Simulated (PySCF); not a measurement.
**C5H11BSi: saddle-point search (part 2 of 2)**

C5H11BSi; B3LYP-D3(BJ)/def2-SVP saddle search from the GFN2-xTB point and Hessian, gas phase (PySCF 2.14.0). 

Geometry of the input (Å):
```
B  1.4081  -1.2788  0.0739
C  0.2381  0.4858  -0.4952
C  1.5303  0.5229  -0.0809
C  1.9486  -0.1916  1.1302
Si -0.9911  1.3219  -1.6023
C  -1.1047  0.6309  0.1778
C  -1.9782  -0.5727  0.4506
H  2.1122  -1.7322  -0.7505
H  0.4344  -1.8554  0.3589
H  2.2986  0.8395  -0.7771
H  1.3254  -0.0402  2.0026
H  3.0006  -0.0983  1.3660
H  -0.8816  2.7534  -1.8322
H  -1.6637  0.5474  -2.6291
H  -1.0744  1.2953  1.0407
H  -1.6273  -1.1133  1.3295
H  -3.0055  -0.2594  0.6329
H  -1.9699  -1.2554  -0.3957
```

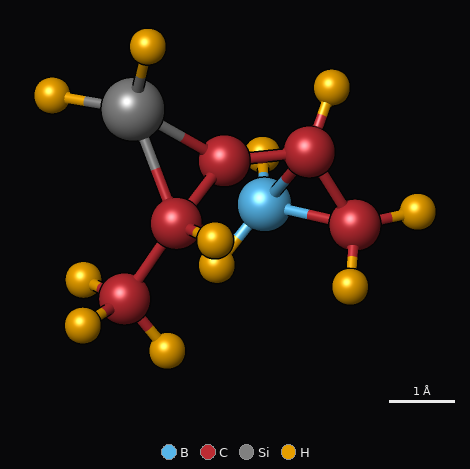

Fig. 1: The geometry at step 14 of the log (ball-and-stick view, seen at a tilt).

Trajectory as extended XYZ, continued
```
18
Properties=species:S:1:pos:R:3:forces:R:3 step=10 energy=-13910.34857
B     1.3309   -1.1440   -0.0770   -0.0230  -0.0280  -0.0420
C     0.2705    0.5028   -0.4632    0.0150  -0.0150   0.0140
C     1.5609    0.5946    0.0273    0.0020   0.0390  -0.0020
C     1.9481   -0.2049    1.1680   -0.0480   0.0120   0.0670
Si   -0.9489    1.2388   -1.6169    0.0010  -0.0020   0.0030
C    -1.1095    0.6357    0.1758   -0.0100  -0.0090  -0.0080
C    -1.9690   -0.5702    0.5162    0.0110   0.0030  -0.0040
H     2.0222   -1.5736   -0.9637   -0.0030  -0.0050   0.0120
H     0.3683   -1.7581    0.2916    0.0160   0.0040   0.0020
H     2.3494    0.9225   -0.6588   -0.0090  -0.0090   0.0060
H     1.2798   -0.2286    2.0355    0.0410   0.0040  -0.0490
H     3.0146   -0.2306    1.4041    0.0100  -0.0110  -0.0050
H    -0.8705    2.6807   -1.9578   -0.0040   0.0070  -0.0030
H    -1.5497    0.3859   -2.6699    0.0040   0.0040   0.0040
H    -1.1191    1.4037    0.9644   -0.0060   0.0060   0.0010
H    -1.5766   -1.1001    1.4006    0.0000   0.0020   0.0040
H    -3.0024   -0.2586    0.7343   -0.0030   0.0000  -0.0030
H    -1.9988   -1.2961   -0.3105    0.0040  -0.0010   0.0050
18
Properties=species:S:1:pos:R:3:forces:R:3 step=11 energy=-13910.34884
B     1.3309   -1.1473   -0.0816   -0.0210   0.0060   0.0250
C     0.2697    0.5206   -0.4540   -0.0200  -0.0020  -0.0180
C     1.5596    0.5973    0.0353    0.0200  -0.0190   0.0120
C     1.9476   -0.2183    1.1673    0.0340   0.0150  -0.0330
Si   -0.9482    1.2410   -1.6197    0.0000   0.0030   0.0010
C    -1.1171    0.6415    0.1732    0.0120   0.0110   0.0080
C    -1.9655   -0.5687    0.5238   -0.0060   0.0020   0.0030
H     2.0212   -1.5687   -0.9720    0.0040  -0.0020  -0.0060
H     0.3620   -1.7580    0.2752    0.0100   0.0040  -0.0020
H     2.3481    0.9260   -0.6496    0.0050   0.0040  -0.0060
H     1.2866   -0.2412    2.0368   -0.0270  -0.0130   0.0280
H     3.0160   -0.2499    1.3977   -0.0100   0.0040  -0.0040
H    -0.8861    2.6828   -1.9661   -0.0070   0.0020   0.0040
H    -1.5257    0.3767   -2.6760    0.0030   0.0000   0.0000
H    -1.1394    1.4187    0.9538    0.0020  -0.0130  -0.0090
H    -1.5746   -1.0813    1.4191   -0.0010   0.0030   0.0000
H    -3.0040   -0.2650    0.7292    0.0000  -0.0020  -0.0020
H    -1.9809   -1.3064   -0.2924    0.0030  -0.0010  -0.0020
18
Properties=species:S:1:pos:R:3:forces:R:3 step=12 energy=-13910.34838
B     1.3294   -1.1443   -0.0923   -0.0060  -0.0120  -0.0370
C     0.2725    0.5269   -0.4570    0.0390   0.0040   0.0320
C     1.5610    0.5976    0.0399   -0.0290   0.0110  -0.0190
C     1.9409   -0.2270    1.1668   -0.0680  -0.0050   0.0810
Si   -0.9479    1.2402   -1.6238   -0.0090  -0.0030  -0.0060
C    -1.1151    0.6435    0.1692   -0.0120  -0.0220  -0.0180
C    -1.9596   -0.5648    0.5351    0.0080  -0.0160  -0.0080
H     2.0219   -1.5574   -0.9860   -0.0030  -0.0020   0.0130
H     0.3593   -1.7581    0.2546    0.0080   0.0010   0.0040
H     2.3540    0.9311   -0.6379   -0.0010  -0.0020   0.0020
H     1.2701   -0.2653    2.0327    0.0520   0.0200  -0.0650
H     3.0062   -0.2602    1.4056    0.0270  -0.0050   0.0020
H    -0.9100    2.6835   -1.9684    0.0080  -0.0030   0.0010
H    -1.5062    0.3670   -2.6834   -0.0050   0.0070   0.0020
H    -1.1381    1.4266    0.9424    0.0000   0.0170   0.0140
H    -1.5736   -1.0572    1.4441   -0.0050  -0.0010  -0.0090
H    -3.0017   -0.2636    0.7258    0.0000  -0.0020   0.0010
H    -1.9630   -1.3183   -0.2673   -0.0030   0.0150   0.0100
18
Properties=species:S:1:pos:R:3:forces:R:3 step=13 energy=-13910.34849
B     1.3328   -1.1477   -0.0714   -0.0280  -0.0120  -0.0310
C     0.2682    0.5031   -0.4603    0.0390   0.0110   0.0300
C     1.5597    0.5957    0.0275   -0.0220  -0.0030  -0.0190
C     1.9542   -0.2040    1.1662   -0.0770   0.0020   0.0960
Si   -0.9483    1.2425   -1.6145   -0.0140  -0.0060  -0.0140
C    -1.1122    0.6367    0.1772   -0.0080  -0.0260  -0.0210
C    -1.9723   -0.5702    0.5119    0.0100  -0.0160  -0.0060
H     2.0195   -1.5794   -0.9605   -0.0010  -0.0010   0.0100
H     0.3698   -1.7587    0.3024    0.0180   0.0060  -0.0030
H     2.3449    0.9206   -0.6634    0.0010   0.0010   0.0050
H     1.2924   -0.2284    2.0399    0.0560   0.0120  -0.0780
H     3.0219   -0.2278    1.3948    0.0260  -0.0080   0.0010
H    -0.8706    2.6845   -1.9582    0.0000  -0.0060   0.0060
H    -1.5483    0.3879   -2.6668    0.0020   0.0090   0.0030
H    -1.1242    1.4018    0.9681    0.0020   0.0180   0.0110
H    -1.5841   -1.0998    1.3988   -0.0060   0.0070  -0.0040
H    -3.0075   -0.2599    0.7235   -0.0030  -0.0020  -0.0010
H    -1.9960   -1.2968   -0.3152    0.0040   0.0130   0.0150
18
Properties=species:S:1:pos:R:3:forces:R:3 step=14 energy=-13910.34898
B     1.3303   -1.1467   -0.0818   -0.0120  -0.0080  -0.0100
C     0.2704    0.5186   -0.4570    0.0090  -0.0010   0.0070
C     1.5603    0.5964    0.0340   -0.0030   0.0050  -0.0040
C     1.9467   -0.2171    1.1669   -0.0160   0.0050   0.0270
Si   -0.9486    1.2414   -1.6198   -0.0020   0.0000   0.0000
C    -1.1150    0.6408    0.1726   -0.0020  -0.0050  -0.0040
C    -1.9647   -0.5683    0.5243    0.0020  -0.0020  -0.0020
H     2.0207   -1.5689   -0.9721    0.0000  -0.0020   0.0020
H     0.3625   -1.7581    0.2761    0.0070   0.0020   0.0010
H     2.3497    0.9255   -0.6501    0.0000  -0.0010   0.0000
H     1.2823   -0.2440    2.0359    0.0130   0.0020  -0.0180
H     3.0141   -0.2478    1.3996    0.0060  -0.0020  -0.0010
H    -0.8905    2.6841   -1.9631    0.0000   0.0010   0.0010
H    -1.5255    0.3778   -2.6770   -0.0010   0.0010   0.0000
H    -1.1350    1.4170    0.9534    0.0010   0.0030   0.0020
H    -1.5759   -1.0785    1.4218   -0.0010   0.0000   0.0000
H    -3.0037   -0.2642    0.7266   -0.0010   0.0000  -0.0010
H    -1.9782   -1.3080   -0.2903    0.0010   0.0010   0.0010
18
Properties=species:S:1:pos:R:3:forces:R:3 step=15 energy=-13910.34865
B     1.3322   -1.1506   -0.0783   -0.0070  -0.0140   0.0120
C     0.2713    0.5147   -0.4629   -0.0140  -0.0110  -0.0150
C     1.5613    0.5934    0.0262    0.0090   0.0090   0.0210
C     1.9436   -0.2131    1.1663    0.0500   0.0200  -0.0570
Si   -0.9524    1.2435   -1.6182    0.0150   0.0110   0.0200
C    -1.1108    0.6377    0.1729    0.0020   0.0190   0.0120
C    -1.9630   -0.5702    0.5221   -0.0030  -0.0030   0.0000
H     2.0261   -1.5778   -0.9630    0.0040  -0.0030  -0.0090
H     0.3641   -1.7610    0.2799    0.0010   0.0020  -0.0030
H     2.3518    0.9195   -0.6580   -0.0030  -0.0030  -0.0010
H     1.2760   -0.2304    2.0302   -0.0300  -0.0080   0.0490
H     3.0105   -0.2417    1.4035   -0.0110  -0.0040  -0.0040
H    -0.8892    2.6883   -1.9497   -0.0020   0.0060  -0.0090
H    -1.5413    0.3913   -2.6770    0.0000  -0.0100  -0.0070
H    -1.1246    1.4115    0.9571   -0.0110  -0.0120  -0.0110
H    -1.5832   -1.0766    1.4258    0.0010   0.0000  -0.0050
H    -3.0040   -0.2649    0.7128    0.0010  -0.0060   0.0030
H    -1.9683   -1.3135   -0.2896   -0.0010   0.0070   0.0040
18
Properties=species:S:1:pos:R:3:forces:R:3 step=16 energy=-13910.34902
B     1.3307   -1.1484   -0.0789   -0.0070  -0.0020  -0.0050
C     0.2699    0.5161   -0.4581    0.0030   0.0020   0.0030
C     1.5603    0.5957    0.0313    0.0000  -0.0020  -0.0030
C     1.9479   -0.2142    1.1663   -0.0050   0.0020   0.0180
Si   -0.9494    1.2429   -1.6183   -0.0020  -0.0010  -0.0020
C    -1.1144    0.6398    0.1734   -0.0010  -0.0030  -0.0010
C    -1.9655   -0.5693    0.5218    0.0000   0.0010   0.0000
H     2.0210   -1.5736   -0.9679    0.0000   0.0000   0.0010
H     0.3637   -1.7590    0.2821    0.0040   0.0010   0.0000
H     2.3489    0.9228   -0.6546    0.0000   0.0010   0.0000
H     1.2841   -0.2382    2.0356    0.0080   0.0010  -0.0100
H     3.0156   -0.2443    1.3982    0.0010  -0.0010  -0.0020
H    -0.8873    2.6860   -1.9590   -0.0010   0.0000   0.0010
H    -1.5318    0.3834   -2.6759    0.0010   0.0010   0.0000
H    -1.1329    1.4140    0.9563    0.0000   0.0010   0.0010
H    -1.5798   -1.0799    1.4204    0.0000   0.0000   0.0000
H    -3.0052   -0.2654    0.7205   -0.0010   0.0000   0.0000
H    -1.9758   -1.3085   -0.2932    0.0000   0.0000  -0.0010
18
Properties=species:S:1:pos:R:3:forces:R:3 step=17 energy=-13910.34903
B     1.3305   -1.1491   -0.0768   -0.0040  -0.0050  -0.0020
C     0.2698    0.5160   -0.4578   -0.0020  -0.0030   0.0010
C     1.5604    0.5951    0.0305    0.0020   0.0060   0.0020
C     1.9494   -0.2133    1.1664   -0.0010   0.0040  -0.0010
Si   -0.9496    1.2432   -1.6180    0.0000   0.0010   0.0020
C    -1.1146    0.6395    0.1736    0.0000   0.0010   0.0000
C    -1.9662   -0.5697    0.5201    0.0000  -0.0010   0.0010
H     2.0198   -1.5758   -0.9658    0.0000  -0.0010   0.0000
H     0.3636   -1.7586    0.2859    0.0030   0.0010  -0.0010
H     2.3484    0.9219   -0.6563   -0.0010  -0.0010   0.0000
H     1.2873   -0.2353    2.0364   -0.0010  -0.0010   0.0010
H     3.0175   -0.2431    1.3963    0.0010  -0.0010   0.0000
H    -0.8871    2.6867   -1.9567    0.0000   0.0000  -0.0010
H    -1.5325    0.3848   -2.6762    0.0010   0.0010   0.0010
H    -1.1332    1.4131    0.9573   -0.0010  -0.0010  -0.0020
H    -1.5809   -1.0820    1.4180    0.0000   0.0000   0.0000
H    -3.0059   -0.2657    0.7192    0.0010   0.0000  -0.0010
H    -1.9768   -1.3078   -0.2960    0.0000   0.0000   0.0010
```

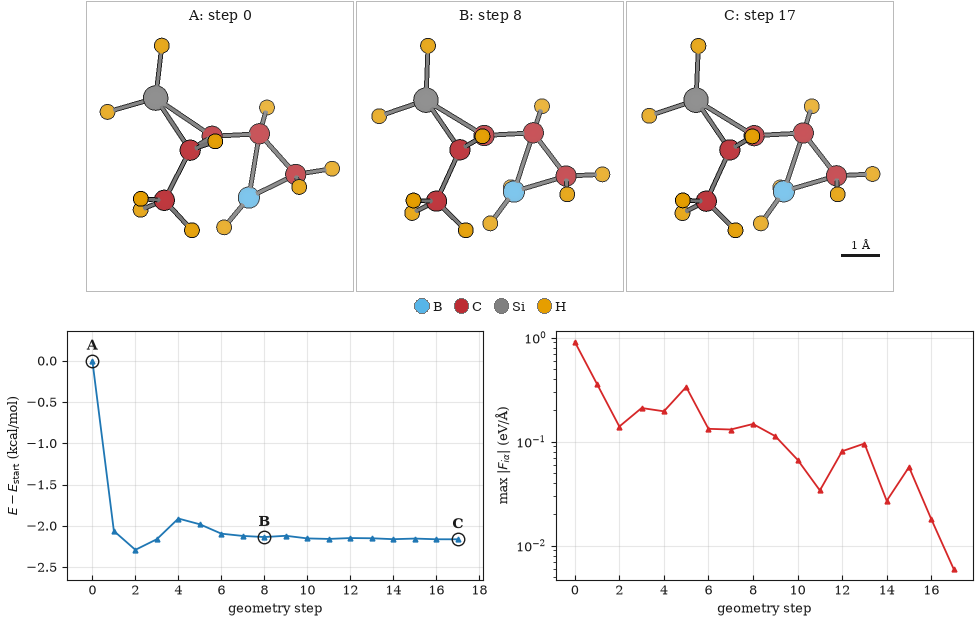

Fig. 2: Frames of the saddle-point search (ball-and-stick view, seen at a tilt) above the curves, on which the letters mark them (steps are counted from 0).

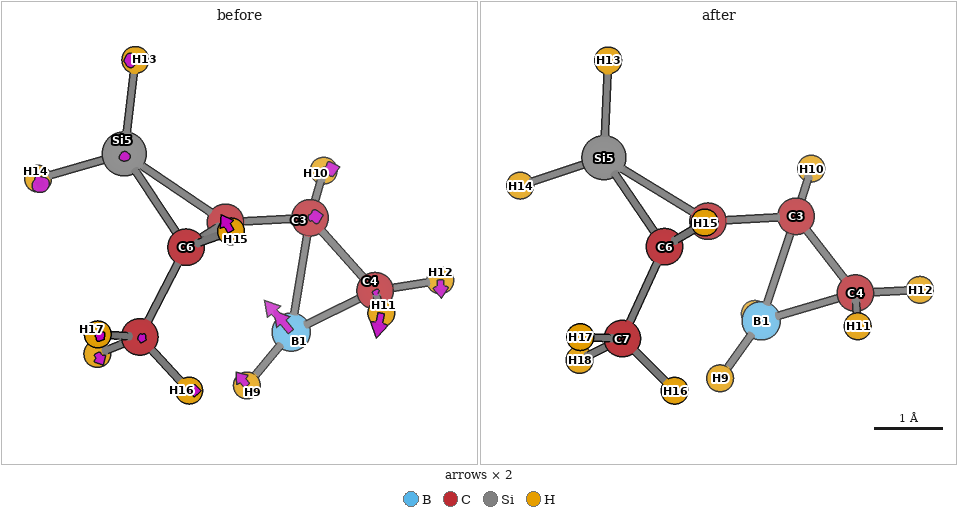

Fig. 3: Before (left) and after (right) the saddle-point search, at one scale (ball-and-stick view, seen at a tilt). The pink arrows give the displacements, magnified 2 times. After 17 geometry steps the energy has fallen by 2.16 kcal/mol. The largest force component goes from 0.91 to 0.006 eV/Å. H8 moves most after the best rigid fit: 0.28 Å. By element the largest moves are H 0.28 Å, B 0.21 Å, C 0.14 Å, Si 0.09 Å. Among the contacts that change: B1–C4 1.609 → 1.675 Å, B1–C3 1.812 → 1.763 Å, B1–H9 1.167 → 1.199 Å, Si5–H13 1.454 → 1.484 Å. Among the angles that change: B1–C3–C2 86.3° → 78.5°, C4–B1–H9 117.0° → 110.9°, B1–C4–H11 115.5° → 110.8°. (Atoms are counted from 1 in the order of the input.)

Results in brief

| quantity | value |
| --- | --- |
| outcome | converged |
| total energy | −511.195902 hartree |
| hardware | 1 CPU thread, shared host |
| wall time | 8.3 min |
| peak memory | 0.64 GiB |
